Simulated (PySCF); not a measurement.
```yaml
atoms:
  - { symbol: Si, position_ang: [0.0000, 0.0000, -0.5247] }
  - { symbol: B, position_ang: [0.0000, 0.0000, 1.3333] }
```

These are results of PySCF 2.14.0, PBE0/def2-TZVPPD, non-relativistic Hamiltonian with scalar-relativistic core potentials where named, at a bond length of 1.858 Å, not measurements.

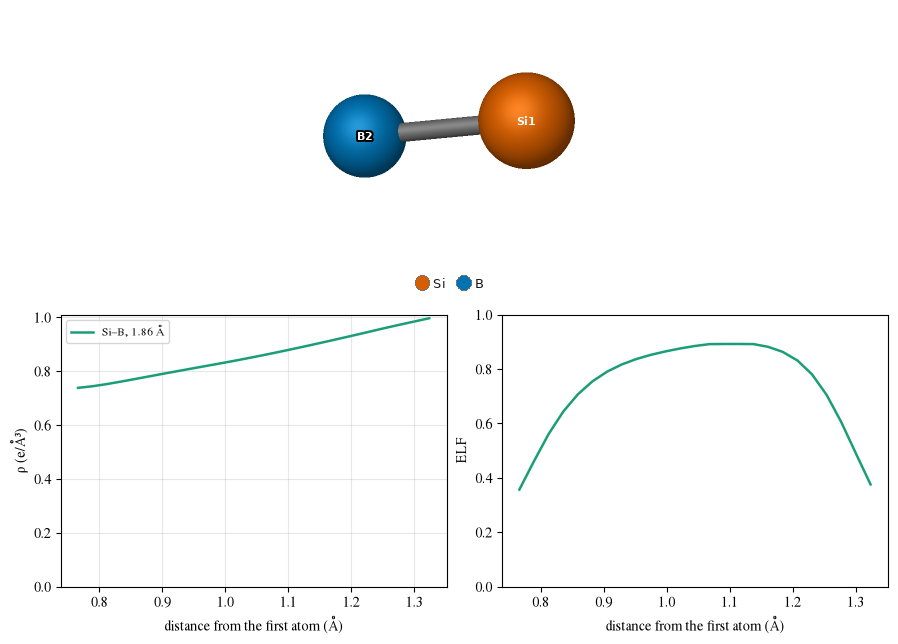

SiB (charge −1, triplet). Total electron density and electron localisation function along straight lines between neighbouring atoms. The curves leave out the atomic cores. The structure is drawn too.

> What kind of bonding do the profiles show?

Si–B (1.86 Å): ρ at the midpoint is about 0.8 e/Å³; the ELF peaks at about 0.90 between the atoms; a covalent bond.
